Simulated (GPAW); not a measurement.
**CsCaF3 (Pm-3m): G0W0 on several meshes in GPAW**

Aim: the GW shift of CsCaF3 (Pm-3m) against the k mesh.

Method: LDA and many-body steps on it, plane waves, in GPAW 26.7.0.

## Step 1: Starting point

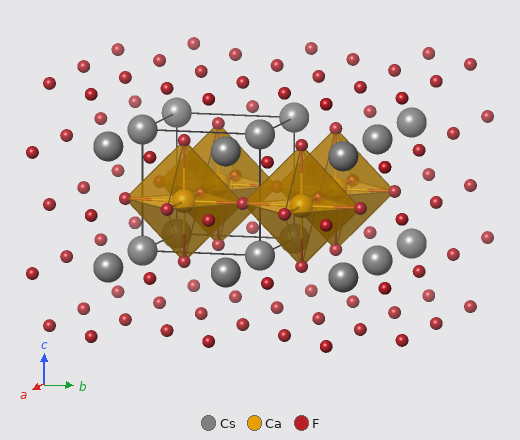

The cell as given, slightly off an axis (caesium grey, calcium orange, fluorine red). 2×2×1 cells are drawn. Some periodic images of atoms are drawn too.

As a file:

```
Cs Ca F
1.0
     4.52053    0.00000    0.00000
     0.00000    4.52053    0.00000
     0.00000    0.00000    4.52053
Cs Ca F
1 1 3
Direct
  0.00000 0.00000 0.00000
  0.50000 0.50000 0.50000
  0.00000 0.50000 0.50000
  0.50000 0.00000 0.50000
  0.50000 0.50000 0.00000
```

The cell and positions are those that the Materials Project relaxed with its own functionals (PBE, PBE+U or r2SCAN), kept fixed. Spin-orbit coupling is left out unless a step names it.

## Step 2: Empty states on the mesh, 2×2×2 mesh, 320 bands

This step: GPAW 26.7.0; DFT, LDA, plane waves, PAW.

The sums over transitions need many empty states on a uniform mesh; this step solves for them.

Contents of run.py:

```python
import json
import numpy as np
from gpaw.mpi import world
from gpaw import GPAW

calc = GPAW('gs.gpw').fixed_density(kpts={'size': (2, 2, 2), 'gamma': True},
    parallel={'domain': 1, 'band': 1},
    txt='nscf.txt')
calc.diagonalize_full_hamiltonian(nbands=320)
calc.write('full.gpw', mode='all')
res = {}
kpts = calc.get_ibz_k_points()
res['kpts'] = kpts
res['eigenvalues'] = [calc.get_eigenvalues(kpt=k) for k in range(len(kpts))]
res['n_electrons'] = calc.get_number_of_electrons()

if world.rank == 0:
    with open('result.json', 'w') as f:
        json.dump(res, f, default=lambda x: x.tolist())
```

Launch:

```bash
mpirun -n 4 gpaw python run.py
```

Numbers of over 12 decimals in the logs are rounded to 6 here.

The log of the run:

```text
Diagonalizing LCAO Hamiltonian
Converting LCAO to pw mode
convergence criteria:
- Maximum integral of absolute [eigenst]ate change: 4e-08 eV^2 / valence electron
maximum number of iterations: 100

SCF iterations
|iter     |     time |      energy | eigst |  dens |
|iter:   1|  |             | +1.66 |       |
|iter:   2|  |             | +0.53 |       |
|iter:   3|  |             | -0.18 |       |
[...]
|iter:  35|  |             | -7.00 |       |
|iter:  36|  |             | -7.20 |       |
|iter:  37|  |             | -7.42c|       |
SCF steps: 37
  __  _  _
 | _ |_)|_||  |
 |__||  | ||/\| - 26.7.0

Input parameters:
  mode=PW(ecut=600.0),
  convergence={'density': 1e-06, 'bands': -3},
  gpts=array([27, 27, 27]),
  kpts=MonkhorstPack(size=(2, 2, 2), gamma=True),
  maxiter=100,
  nbands=28,
  occupations=Occupations(name='fermi-dirac', width=0.001, fixmagmom=False),
  parallel={'domain': 1, 'band': 1},
  xc=XC(name='LDA')
Matrix size: 3071x3071
# Writing to full.gpw (mode='all')
  [... matrices ...]

timing:  # [seconds]
  Total: 32.551  # ━━━━━━━━━━━━━━━━━━━━━━━━━━━━━━━━━━━━━━━━━━━━━━━━━━━━━━━━━━
```

Wall time 42 s (4 MPI ranks of Arm Neoverse V1, shared host); peak memory 3.1 GiB; 2.8 min of CPU time.

Numbers from this step:

```yaml
gap: 6.808 eV
k_of_the_valence_top: 0.5, 0.5, 0.5
k_of_the_conduction_bottom: 0, 0, 0
least_direct_gap: 6.833 eV
k_points_computed: 4
lowest_point_of_the_top_converged_band_above_the_valence_top: 122.3419 eV
```

On this mesh the gap is 6.808 eV.

## Step 3: 2×2×2

Now the one-shot GW correction: screening in the RPA, then the self-energy of the levels asked for.

This step: G0W0 on LDA, plane waves, PAW.

Contents of run.py:

```python
import json
import numpy as np
from gpaw.mpi import world
from gpaw.response.g0w0 import G0W0

gw = G0W0('full.gpw',
    filename='gw',
    kpts=[0, 3],
    bands=(18, 22),
    ecut=39,
    nbands=51,
    integrate_gamma='WS',
    ppa=True)
gw.calculate()
res = {mode: {k: v for k, v in r.items() if k != 'sigma_eskwn'}
       for mode, r in gw.all_results.items()}

if world.rank == 0:
    with open('result.json', 'w') as f:
        json.dump(res, f, default=lambda x: x.tolist())
```

Launch:

```bash
mpirun -n 4 gpaw python run.py
```

The log of the run:

```text
Using integrator: PointIntegrator
FrequencyGridDescriptor(from 0.000+0.000j to 0.000+27.211j eV, 2 points)
Nonperiodic BCs:  [False False False]
Using integrator: PointIntegrator
FrequencyGridDescriptor(from 0.000+0.000j to 0.000+27.211j eV, 2 points)
Nonperiodic BCs:  [False False False]
  ___  _ _ _
 |   || | | |
 | | || | | |
 |__ ||_____|
 |___|

BZ k-points: Symmetries present (total): 48

  [... matrices ...]
8 k-points: 2 x 2 x 2 Monkhorst-Pack grid + [1/4,1/4,1/4]
4 k-points in the irreducible part of the Brillouin zone
       k-points in crystal coordinates                weights
   0:     0.00000000    0.00000000    0.00000000          1/8
   1:     0.50000000    0.00000000    0.00000000          3/8
   2:     0.50000000    0.50000000    0.00000000          3/8
   3:     0.50000000    0.50000000    0.50000000          1/8

Distributing spins, k-points and bands (1 x 2 x 4) over 4 processes
Number of blocks: 1

Quasi particle states:
k-points (IBZ indices): [0, 3]
Band range: (18, 22)
  [... matrices ...]
Computational parameters:
Plane wave cut-off: 39 eV
Number of bands: 51
Coulomb cutoff: None
Broadening: 0.1 eV

fxc modes: GW
Kernel: RPA
Using Godby-Needs plasmon-pole approximation:
  Fitting energy: i*E0, E0 = 1.000 Hartree
Summing all q:

Calculating screened Coulomb potential
No Coulomb truncation
FrequencyGridDescriptor(from 0.000+0.000j to 0.000+27.211j eV, 2 points)
Removing empty qpoint cache files...

Calculating chi0 body with:
    Ground state adapter containing:
    Number of spins: 1
    Number of kpoints: 8
    Number of irreducible kpoints: 4
    Number of completely occupied states: 20
    Number of partially occupied states: 20
    Occupied states memory: 6.006775 M / cpu

    Linear response parametrization:
    q_c: [0.0, 0.0, 0.0]
    Number of frequency points: 2
    Planewave cutoff: 39.0
    Number of bands: 51
    Number of planewaves: 57
    Broadening (eta): 1e-06
    comm.size: 4
    kncomm.size: 4
    blockcomm.size: 1

    Memory estimate of potentially large arrays:
        chi0_wGG: 0.099152 M / cpu
Integrating chi0 body.

Symmetries of q_c:
    Direct symmetries (Uq -> q): 48
    Indirect symmetries (TUq -> q): 0
In total 48 allowed symmetries.

  [... matrices ...]
4 groups of equivalent kpoints. 50.0% reduction.

Integral kind: response function
Integrating chi0 head and wings.

Symmetries of q_c:
    Direct symmetries (Uq -> q): 48
    Indirect symmetries (TUq -> q): 0
In total 48 allowed symmetries.

  [... matrices ...]
4 groups of equivalent kpoints. 50.0% reduction.

Integral kind: response function wings

Calculating chi0 body with:
    Ground state adapter containing:
    Number of spins: 1
    Number of kpoints: 8
    Number of irreducible kpoints: 4
    Number of completely occupied states: 20
    Number of partially occupied states: 20
    Occupied states memory: 6.006775 M / cpu

    Linear response parametrization:
[... the further q-points ...]

Results:
f:      Occupation numbers
eps:     KS-eigenvalues [eV]
vxc:     KS vxc [eV]
exx:     Exact exchange [eV]
sigma:   Self-energies [eV]
dsigma:  Self-energy derivatives
Z:       Renormalization factors
qp:      QP-energies [eV]

k-point 0 (0): (0.000, 0.000, 0.000)                GW
band       f     eps     vxc     exx   sigma  dsigma       Z      qp
                                                                   GW
  18   1.000   0.709 -23.530 -30.780   4.680  -0.240   0.807  -1.365
  19   1.000   0.709 -23.530 -30.780   4.680  -0.240   0.807  -1.365
  20   0.000   7.542 -10.990  -5.923  -2.751  -0.129   0.886   9.594
  21   0.000   8.728  -9.856  -4.835  -2.543  -0.128   0.887  10.925

k-point 1 (3): (0.500, 0.500, 0.500)                GW
band       f     eps     vxc     exx   sigma  dsigma       Z      qp
                                                                   GW
  18   1.000   0.734 -23.474 -30.963   4.792  -0.247   0.802  -1.430
  19   1.000   0.734 -23.474 -30.963   4.792  -0.247   0.802  -1.430
  20   0.000   9.519 -10.697  -5.515  -2.536  -0.129   0.886  11.862
  21   0.000   9.519 -10.697  -5.515  -2.538  -0.129   0.886  11.860
```

It took 7.6 s on 4 MPI ranks; peak memory 1.1 GiB; 30 s of CPU time.

Numbers from this step:

```
G0W0 gap on the points computed              : 10.96 eV
least direct G0W0 gap on the computed points : 10.96 eV
Z at the valence top                         : 0.8068
Z at the conduction bottom                   : 0.8859
starting gap on the mesh                     : 6.808 eV
k of the valence top                         : 0, 0, 0
k of the conduction bottom                   : 0, 0, 0
```

The gap on the mesh goes from 6.81 eV to 10.96 eV, a correction of +4.15 eV.

## Step 4: Empty states on the mesh, 4×4×4 mesh, 61 bands

This step: DFT, LDA, plane waves, PAW.

Contents of run.py:

```python
import json
import numpy as np
from gpaw.mpi import world
from gpaw import GPAW

calc = GPAW('gs.gpw').fixed_density(kpts={'size': (4, 4, 4), 'gamma': True},
    nbands=71,
    convergence={'bands': 61},
    txt='nscf.txt')
calc.write('full.gpw', mode='all')
res = {}
kpts = calc.get_ibz_k_points()
res['kpts'] = kpts
res['eigenvalues'] = [calc.get_eigenvalues(kpt=k) for k in range(len(kpts))]
res['n_electrons'] = calc.get_number_of_electrons()

if world.rank == 0:
    with open('result.json', 'w') as f:
        json.dump(res, f, default=lambda x: x.tolist())
```

Launch:

```bash
mpirun -n 4 gpaw python run.py
```

The log of the run:

```text
Diagonalizing LCAO Hamiltonian
Converting LCAO to pw mode
convergence criteria:
- Maximum integral of absolute [eigenst]ate change: 4e-08 eV^2 / valence electron
maximum number of iterations: 100

SCF iterations
|iter     |     time |      energy | eigst |  dens |
|iter:   1|  |             | +3.60 |       |
|iter:   2|  |             | +2.27 |       |
|iter:   3|  |             | +1.08 |       |
[...]
|iter:  13|  |             | -6.70 |       |
|iter:  14|  |             | -7.22 |       |
|iter:  15|  |             | -7.59c|       |
SCF steps: 15
  __  _  _
 | _ |_)|_||  |
 |__||  | ||/\| - 26.7.0

Input parameters:
  mode=PW(ecut=600.0),
  convergence={'bands': 61},
  gpts=array([27, 27, 27]),
  kpts=MonkhorstPack(size=(4, 4, 4), gamma=True),
  maxiter=100,
  nbands=71,
  occupations=Occupations(name='fermi-dirac', width=0.001, fixmagmom=False),
  parallel={},
  xc=XC(name='LDA')
# Writing to full.gpw (mode='all')
  [... matrices ...]

timing:  # [seconds]
  Total: 0.064  # ━━━━━━━━━━━━━━━━━━━━━━━━━━━━━━━━━━━━━━━━━━━━━━━━━━━━━━━━━━━
```

The job ended after 21 s (4 MPI ranks; peak memory 0.74 GiB; 82 s of CPU time).

This step gave:

| Property | Result |
| --- | --- |
| gap | 6.808 eV |
| k of the valence top | 0.5, 0.5, 0.5 |
| k of the conduction bottom | 0, 0, 0 |
| least direct gap | 6.833 eV |
| k points computed | 10 |
| lowest point of the top converged band, above the valence top | 30.85 eV |

On this mesh the gap is 6.808 eV.

## Step 5: 4×4×4

This step: G0W0 on LDA, plane waves, PAW.

Contents of run.py:

```python
import json
import numpy as np
from gpaw.mpi import world
from gpaw.response.g0w0 import G0W0

gw = G0W0('full.gpw',
    filename='gw',
    kpts=[0, 9],
    bands=(18, 22),
    ecut=39,
    nbands=51,
    integrate_gamma='WS',
    ppa=True)
gw.calculate()
res = {mode: {k: v for k, v in r.items() if k != 'sigma_eskwn'}
       for mode, r in gw.all_results.items()}

if world.rank == 0:
    with open('result.json', 'w') as f:
        json.dump(res, f, default=lambda x: x.tolist())
```

Launch:

```bash
mpirun -n 4 gpaw python run.py
```

The log of the run:

```text
Using integrator: PointIntegrator
FrequencyGridDescriptor(from 0.000+0.000j to 0.000+27.211j eV, 2 points)
Nonperiodic BCs:  [False False False]
Using integrator: PointIntegrator
FrequencyGridDescriptor(from 0.000+0.000j to 0.000+27.211j eV, 2 points)
Nonperiodic BCs:  [False False False]
  ___  _ _ _
 |   || | | |
 | | || | | |
 |__ ||_____|
 |___|

BZ k-points: Symmetries present (total): 48

  [... matrices ...]
64 k-points: 4 x 4 x 4 Monkhorst-Pack grid + [1/8,1/8,1/8]
10 k-points in the irreducible part of the Brillouin zone
       k-points in crystal coordinates                weights
   0:     0.00000000    0.00000000    0.00000000          1/64
   1:     0.25000000    0.00000000    0.00000000          6/64
   2:     0.25000000    0.25000000    0.00000000         12/64
[...]
8:     0.50000000    0.50000000    0.25000000          6/64
   9:     0.50000000    0.50000000    0.50000000          1/64

Distributing spins, k-points and bands (1 x 2 x 4) over 4 processes
Number of blocks: 1

Quasi particle states:
k-points (IBZ indices): [0, 9]
Band range: (18, 22)
  [... matrices ...]
Computational parameters:
Plane wave cut-off: 39 eV
Number of bands: 51
Coulomb cutoff: None
Broadening: 0.1 eV

fxc modes: GW
Kernel: RPA
Using Godby-Needs plasmon-pole approximation:
  Fitting energy: i*E0, E0 = 1.000 Hartree
Summing all q:

Calculating screened Coulomb potential
No Coulomb truncation
FrequencyGridDescriptor(from 0.000+0.000j to 0.000+27.211j eV, 2 points)
Removing empty qpoint cache files...

Calculating chi0 body with:
    Ground state adapter containing:
    Number of spins: 1
    Number of kpoints: 64
    Number of irreducible kpoints: 10
    Number of completely occupied states: 20
    Number of partially occupied states: 20
[...]
q_c: [0.0, 0.0, 0.0]
    Number of frequency points: 2
    Planewave cutoff: 39.0
    Number of bands: 51
    Number of planewaves: 57
    Broadening (eta): 1e-06
    comm.size: 4
    kncomm.size: 4
    blockcomm.size: 1

    Memory estimate of potentially large arrays:
        chi0_wGG: 0.099152 M / cpu
Integrating chi0 body.

Symmetries of q_c:
    Direct symmetries (Uq -> q): 48
    Indirect symmetries (TUq -> q): 0
In total 48 allowed symmetries.

  [... matrices ...]
10 groups of equivalent kpoints. 84.375% reduction.

Integral kind: response function
Integrating chi0 head and wings.

Symmetries of q_c:
    Direct symmetries (Uq -> q): 48
    Indirect symmetries (TUq -> q): 0
In total 48 allowed symmetries.

  [... matrices ...]
10 groups of equivalent kpoints. 84.375% reduction.

Integral kind: response function wings

Calculating chi0 body with:
    Ground state adapter containing:
    Number of spins: 1
    Number of kpoints: 64
    Number of irreducible kpoints: 10
    Number of completely occupied states: 20
    Number of partially occupied states: 20
    Occupied states memory: 6.006775 M / cpu

[... the further q-points ...]

Results:
f:      Occupation numbers
eps:     KS-eigenvalues [eV]
vxc:     KS vxc [eV]
exx:     Exact exchange [eV]
sigma:   Self-energies [eV]
dsigma:  Self-energy derivatives
Z:       Renormalization factors
qp:      QP-energies [eV]

k-point 0 (0): (0.000, 0.000, 0.000)                GW
band       f     eps     vxc     exx   sigma  dsigma       Z      qp
                                                                   GW
  18   1.000   0.709 -23.530 -30.735   4.603  -0.236   0.809  -1.396
  19   1.000   0.709 -23.530 -30.735   4.603  -0.236   0.809  -1.396
  20   0.000   7.542 -10.990  -5.985  -2.691  -0.126   0.888   9.597
[...]
k-point 1 (9): (0.500, 0.500, 0.500)                GW
band       f     eps     vxc     exx   sigma  dsigma       Z      qp
                                                                   GW
[...]
20   0.000   9.519 -10.697  -5.536  -2.519  -0.127   0.887  11.863
  21   0.000   9.519 -10.697  -5.536  -2.520  -0.127   0.887  11.862
```

It took 31 s on 4 MPI ranks; peak memory 1.6 GiB.

This step gave:

```
G0W0 gap on the points computed              : 10.99 eV
least direct G0W0 gap on the computed points : 10.99 eV
Z at the valence top                         : 0.8087
Z at the conduction bottom                   : 0.8882
starting gap on the mesh                     : 6.808 eV
k of the valence top                         : 0, 0, 0
k of the conduction bottom                   : 0, 0, 0
```

Against G0W0 in GPAW (2×2×2 mesh, 51 bands, screening to 39 eV, Godby-Needs plasmon pole), the gap moves by +0.035 eV.

## Step 6: The runs together

Times are wall times on 4 MPI ranks of Arm Neoverse V1, shared host, good to a factor of about two.

| run | mesh | bands | screening cutoff (eV) | DFT gap (eV) | gap on the mesh (eV) | direct (eV) | time |
| --- | --- | --- | --- | --- | --- | --- | --- |
| 2×2×2 | 2×2×2 | 51 | 39 | 6.808 | 10.959 | 10.959 | 7.6 s |
| 4×4×4 | 4×4×4 | 51 | 39 | 6.808 | 10.994 | 10.994 | 31 s |

## Step 7: What came out

```json
{
 "2×2×2": "10.959 eV",
 "4×4×4": "10.994 eV",
 "known limits": "not at the basis limit; no spin-orbit coupling; coarse k mesh"
}
```

What this shows: 4×4×4: +0.035 eV against 2×2×2. Bands and cutoff are finite, so the gap is not at the basis limit. The miss can reach some tenths of an eV and take either sign; the mesh is an error of its own. These stock PAW sets were not made for GW. In the G0W0 runs levels were corrected at 2 k points alone, so a gap called «on the mesh» is the least over those, and an edge elsewhere would be missed. The 2×2×2 mesh is coarse for this cell, which bears on the long-range parts of exchange and screening. Mesh or cutoff lie under what a gap needs, so these runs test behaviour and cost; their gaps are not to be quoted. This is the ideal cubic cell; many perovskites, halides above all, are cubic only on average, and local tilts or off-centring can widen the gap. The many-body steps are scalar-relativistic: spin-orbit coupling is not in them.

[Paths, hosts, dates, memory and timing lines, banners, echoed tables and standing remarks are left out of the program output.]

[Logs are printed without paths, hosts, clocks, repeated set-up lines and the standing remarks that a program may print on its own settings, such as how far it seeks lower states.]

[Runs of the session that timed out or met a known fault of the program may be left out.]

[Hosts, paths, dates, database ids (printed as entryN), source tags and the programs' standing remarks are cut or masked in the printed files.]
